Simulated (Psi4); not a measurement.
**triplet GeSiNH7: levels of theory compared**

Aim: a comparison of 3 runs (UHF/STO-3G, U-wB97X-V/def2-SVP, UTPSSh/def2-SVP) of triplet GeSiNH7. 

The calculation is run with Psi4 1.11.

## Step 1: The molecule

The species is GeSiNH7 (10 atoms), meant as a triplet with charge 0. SMILES of the parent species: `[SiH3][NH][GeH3]`. The coordinates come from a PBE0-D4/def2-TZVP relaxation. That shape belongs to the parent species and isn't relaxed for this state.

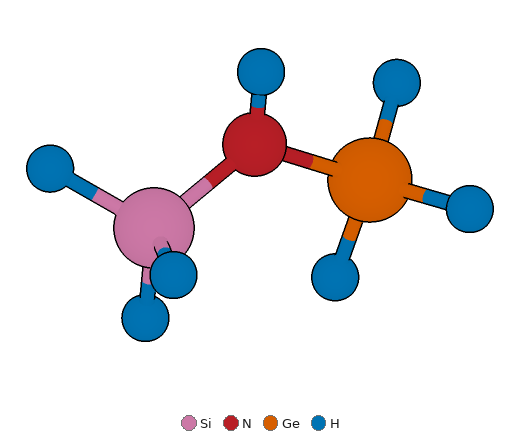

Viewed from a chosen angle; silicon pink, nitrogen red, germanium orange, hydrogen blue.

## Step 2: Energy and forces at UHF/STO-3G (run 1)

Contents of job.py:

```python
import psi4

psi4.set_memory('1600 MB')
psi4.set_num_threads(1)
psi4.core.set_output_file('output.dat', False)

mol = psi4.geometry("""
0 3
Si
N 1 1.718238
Ge 2 1.838762 1 127.47632
H 1 1.486126 2 107.33835 3 -25.40112
H 1 1.488668 4 110.01273 2 120.0832
H 1 1.492482 4 107.87682 5 116.38659
H 2 1.009289 1 117.01433 4 168.46443
H 3 1.534168 2 106.65138 7 -166.98865
H 3 1.542693 8 109.86994 2 121.22457
H 3 1.538288 8 111.32891 9 120.73417
symmetry c1
""")

psi4.set_options({
    'basis': 'STO-3G',
    'reference': 'uhf',
    'puream': True,
    'e_convergence': 1e-09,
    'd_convergence': 1e-08,
    'scf_type': 'pk',
    'maxiter': 100,
})

e = psi4.gradient('scf')
print('gradient / Eh bohr^-1')
print(e.np.round(6))
for k, v in sorted(psi4.core.scalar_variables().items()):
    print(f'{k:45s} {v:18.10f}')
```

Started as:

```
$ python job.py
```

output.dat:

```text
[...]
  Running in c1 symmetry.
[...]
  Nuclear repulsion =  261.251414510684640
[...]
  Multiplicity = 3
[...]
  Nalpha       = 31
  Nbeta        = 29
[...]
    Number of basis functions: 39
[...]
   @UHF iter   1: -2394.48822348055137   -4.21075e+00   1.68755e-02 DIIS/ADIIS
[...]
   @UHF iter  16: -2394.92776831881110   -1.81899e-12   4.46053e-09 DIIS
[...]
   @S^2 Observed:                2.005449106E+00
[...]
  @UHF Final Energy: -2394.92776831881110
   => Energetics <=
    Nuclear Repulsion Energy =            261.2514145106846399
    One-Electron Energy =               -3879.8790183841060752
    Two-Electron Energy =                1223.6998355546104449
    Total Energy =                      -2394.9277683188111041
  UHF NO Occupations:
  HONO-2 :   29  A 1.9989027
  HONO-1 :   30  A 1.0000000
[...]
  -Total Gradient:
     Atom            X                  Y                   Z
    ------   -----------------  -----------------  -----------------
       1       -0.005563812366    -0.010817684861     0.150230035630
       2        0.000655348736    -0.055286605997     0.010595257523
       3        0.002645146246     0.126813329216    -0.113724273471
       4        0.012517997587    -0.030933525472    -0.006907384381
       5        0.014387936385     0.026833092682    -0.005116914807
       6       -0.028528633048     0.003211160201    -0.013448906798
       7        0.008097224918    -0.059054535778    -0.025876227805
       8        0.016686676147    -0.024382113822    -0.028171385519
       9       -0.040616435748     0.001255386655     0.004191387871
      10        0.019718551144     0.022361497113     0.028228411662
[...]
```

Standard output:

```text
gradient / Eh bohr^-1
[[-0.005564 -0.010818  0.15023 ]
 [ 0.000655 -0.055287  0.010595]
 [ 0.002645  0.126813 -0.113724]
 [ 0.012518 -0.030934 -0.006907]
 [ 0.014388  0.026833 -0.005117]
 [-0.028529  0.003211 -0.013449]
 [ 0.008097 -0.059055 -0.025876]
 [ 0.016687 -0.024382 -0.028171]
 [-0.040616  0.001255  0.004191]
 [ 0.019719  0.022361  0.028228]]
CURRENT ENERGY                                  -2394.9277683188
CURRENT REFERENCE ENERGY                        -2394.9277683188
DD SOLVATION ENERGY                                 0.0000000000
HF KINETIC ENERGY                                2391.1653905901
HF POTENTIAL ENERGY                             -4786.0931589089
HF TOTAL ENERGY                                 -2394.9277683188
HF VIRIAL RATIO                                     2.0015734494
NUCLEAR REPULSION ENERGY                          261.2514145107
ONE-ELECTRON ENERGY                             -3879.8790183841
PCM POLARIZATION ENERGY                             0.0000000000
PE ENERGY                                           0.0000000000
SCF ITERATION ENERGY                            -2394.9277683188
SCF ITERATIONS                                     16.0000000000
SCF TOTAL ENERGY                                -2394.9277683188
TWO-ELECTRON ENERGY                              1223.6998355546
```

Run time: 3.3 s. Hardware: 1 thread of Intel Xeon Platinum 8259CL at 2.50GHz (Skylake/Cascade Lake), shared host; peak memory 0.2 GiB.

## Step 3: The energy at U-wB97X-V/def2-SVP (run 2)

Contents of calc.dat:

```
memory 1.6 GB

molecule m {
  0 3
  Si    -1.146800     0.522200    -0.945600
  N      0.461400     0.319100    -0.375700
  Ge     1.020100    -0.675800     1.066200
  H     -1.923700    -0.668500    -0.512900
  H     -1.160200     0.627200    -2.430500
  H     -1.835500     1.735800    -0.416100
  H      1.159100     0.952900    -0.736500
  H     -0.018900    -1.787400     1.262400
  H      1.119900     0.180400     2.345600
  H      2.407800    -1.257200     0.745900
  symmetry c1
}

set {
  basis def2-SVP
  reference uks
  puream true
  e_convergence 1e-09
  d_convergence 1e-08
  scf_type pk
  dft_radial_points 99
  dft_spherical_points 590
  maxiter 100
}

energy_value = energy('wb97x-v')
```

Started as:

```
$ psi4 calc.dat calc.out -n 1
```

calc.out:

```text
[...]
  Running in c1 symmetry.
[...]
  Nuclear repulsion =  261.251374790645684
[...]
  Multiplicity = 3
[...]
  Nalpha       = 31
  Nbeta        = 29
[...]
    Number of basis functions: 99
[...]
   @UKS iter   1: -2423.04907932447122   -1.95003e+00   2.45084e-02 DIIS/ADIIS
[...]
   @UKS iter  19: -2424.59232288828252   -1.59162e-11   7.83247e-09 DIIS
[...]
   @S^2 Observed:                2.005882000E+00
[...]
  @UKS Final Energy: -2424.59232288828252
   => Energetics <=
    Nuclear Repulsion Energy =            261.2513747906456842
    One-Electron Energy =               -3893.1730382693640422
    Two-Electron Energy =                1290.6583217180932479
    DFT Exchange-Correlation Energy =     -83.5733462052399290
    Empirical Dispersion Energy =           0.0000000000000000
    VV10 Nonlocal Energy =                  0.2443650775824658
    Total Energy =                      -2424.5923228882825242
[...]
 Multipole Moments:
 ------------------------------------------------------------------------------------
     Multipole            Electronic (a.u.)      Nuclear  (a.u.)        Total (a.u.)
 ------------------------------------------------------------------------------------
 L = 1.  Multiply by 2.5417464519 to convert [e a0] to [Debye]
 Dipole X            :          8.8052244           -8.6995918            0.1056325
 Dipole Y            :         -5.2408360            5.4359043            0.1950683
 Dipole Z            :          8.4927163           -8.6967100           -0.2039936
 Magnitude           :                                                    0.3013690
[...]
```

Run time: 8.1 min. Hardware: 1 thread of Intel Xeon Platinum 8259CL at 2.50GHz (Skylake/Cascade Lake), shared host; peak memory 0.94 GiB.

## Step 4: A single-point energy at UTPSSh/def2-SVP (run 3)

Contents of geh7nsi.py:

```python
import psi4

psi4.set_memory('1600 MB')
psi4.set_num_threads(1)
psi4.set_output_file('psi4.out', False)

m = psi4.geometry("""
0 3
Si    -1.146800     0.522200    -0.945600
N      0.461400     0.319100    -0.375700
Ge     1.020100    -0.675800     1.066200
H     -1.923700    -0.668500    -0.512900
H     -1.160200     0.627200    -2.430500
H     -1.835500     1.735800    -0.416100
H      1.159100     0.952900    -0.736500
H     -0.018900    -1.787400     1.262400
H      1.119900     0.180400     2.345600
H      2.407800    -1.257200     0.745900
symmetry c1
no_reorient
no_com
""")

psi4.set_options({
    'basis': 'def2-SVP',
    'reference': 'uks',
    'puream': True,
    'e_convergence': 1e-09,
    'd_convergence': 1e-08,
    'scf_type': 'pk',
    'dft_radial_points': 99,
    'dft_spherical_points': 590,
    'maxiter': 100,
})

energy_value, wavefunction = psi4.energy("tpssh", return_wfn=True)
psi4.oeprop(wavefunction, "QUADRUPOLE", "DIPOLE", "MAYER_INDICES", title="TPSSH")
print('E =', round(energy_value, 9))
```

Started as:

```
$ python geh7nsi.py
```

psi4.out:

```text
[...]
  Running in c1 symmetry.
[...]
  Nuclear repulsion =  261.251374790645684
[...]
  Multiplicity = 3
[...]
  Nalpha       = 31
  Nbeta        = 29
[...]
    Number of basis functions: 99
[...]
   @UKS iter   1: -2423.10641571424821   -1.40277e+00   2.57357e-02 DIIS/ADIIS
[...]
   @UKS iter  17: -2424.87039554009516   -4.54747e-12   6.98744e-09 DIIS
[...]
   @S^2 Observed:                2.005627405E+00
[...]
  @UKS Final Energy: -2424.87039554009516
   => Energetics <=
    Nuclear Repulsion Energy =            261.2513747906456842
    One-Electron Energy =               -3893.2076779110489042
    Two-Electron Energy =                1305.8441707819031308
    DFT Exchange-Correlation Energy =     -98.7582632015953408
    Empirical Dispersion Energy =           0.0000000000000000
    VV10 Nonlocal Energy =                  0.0000000000000000
    Total Energy =                      -2424.8703955400956147
[...]
 Multipole Moments:
 ------------------------------------------------------------------------------------
     Multipole            Electronic (a.u.)      Nuclear  (a.u.)        Total (a.u.)
 ------------------------------------------------------------------------------------
 L = 1.  Multiply by 2.5417464519 to convert [e a0] to [Debye]
 Dipole X            :        -36.7731302           36.9749483            0.2018181
 Dipole Y            :         23.4597128          -23.2396629            0.2200499
 Dipole Z            :        -35.1259784           34.9750511           -0.1509272
 Magnitude           :                                                    0.3345617
 L = 2.  Multiply by 1.3450342976 to convert [e a0^2] to [Debye ang]
 Quadrupole XX       :       -282.2123585          250.0207985          -32.1915599
 Quadrupole XY       :        120.9394349         -120.4455304            0.4939045
[...]
```

The script printed:

```text
E = -2424.87039554
```

Wall time 3.6 min (1 thread of Intel Xeon Platinum 8259CL at 2.50GHz (Skylake/Cascade Lake), shared host); peak memory 0.81 GiB.

## Step 5: The series

```tsv
run	level	task	integration grid	energy (Eh)	dipole moment (D)	⟨S²⟩	wall time
1	UHF/STO-3G	gradient	–	-2394.927768	2.31	2.005	3.3 s
2	U-wB97X-V/def2-SVP	energy	99 radial × 590 angular	-2424.592323	0.77	2.006	8.1 min
3	UTPSSh/def2-SVP	energy	99 radial × 590 angular	-2424.870396	0.85	2.006	3.6 min
```

## Step 6: Summary of results

```
                                 quantity           value
                      run 3: total energy  -2424.87040 Eh
                     run 3: dipole moment          0.85 D
run 3: HOMO energy (highest over α and β)        -1.54 eV
                              run 3: ⟨S²⟩           2.006
```

In words: The dipole moment (its size) runs from 0.77 D (U-wB97X-V/def2-SVP) to 2.31 D (UHF/STO-3G). The two ends differ in method and basis. Totals of different functionals can't be ranked against each other. In run 1 the basis is minimal, so the values are rough. All runs together took 12 min, the longest 8.1 min.
